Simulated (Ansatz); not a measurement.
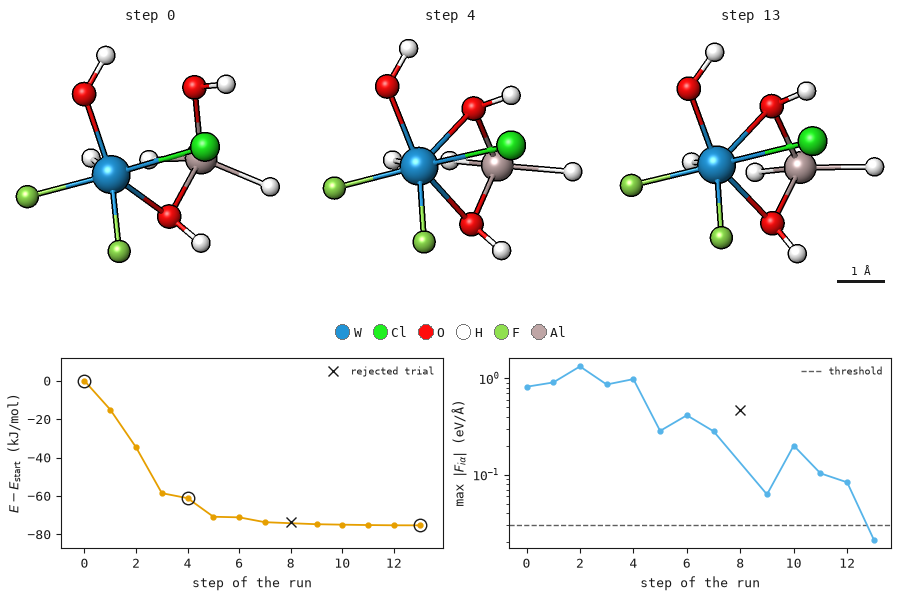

Frames of a relaxation of WAlH₆O₃ClF₂, marked on the history of the run. The picture is a ball-and-stick view, seen from a free direction.

The run prepares an end point of a later path (reaction) calculation, from a guessed geometry.

Theory: RKS PBE/def2-SVP (Ansatz 0.2.0). Settings: no spin polarisation; force threshold 0.03 eV/Å; at most 50 steps.

Question: Describe the path.

Answer: The largest move after the best rigid fit is that of an O atom, 0.67 Å. Largest moves by element: O 0.67 Å, H 0.57 Å, F 0.36 Å, W 0.31 Å, Cl 0.23 Å, Al 0.21 Å. Near-neighbour distances that change, for instance: O–W 3.116 → 2.172 Å, H–W 3.298 → 2.613 Å, Al–O 2.015 → 1.907 Å, O–W 2.006 → 2.094 Å. New bonds form, among them: O–W (3.12 → 2.17 Å). Among the angles between lasting bonds that change: O–W–O 137.8° → 155.8°, H–W–O 85.3° → 102.6°, O–W–F 137.6° → 122.4°. Groups turn about O–W by about 20°, Al–O by about 20°. Over 12 accepted moves (13 points after the start) the energy falls by 75.3 kJ/mol. The largest force component goes from 0.82 to 0.021 eV/Å. The line search rejected the trial step at point 8 of the run. Cost: 53 s on 4 threads of Arm Neoverse V2, with other jobs on the host, peak memory 0.28 GiB. From step 0 to 4: an O atom moves most (0.76 Å), energy −61.1 kJ/mol. From step 4 to 13: an H atom moves most (0.58 Å), energy −14.2 kJ/mol.
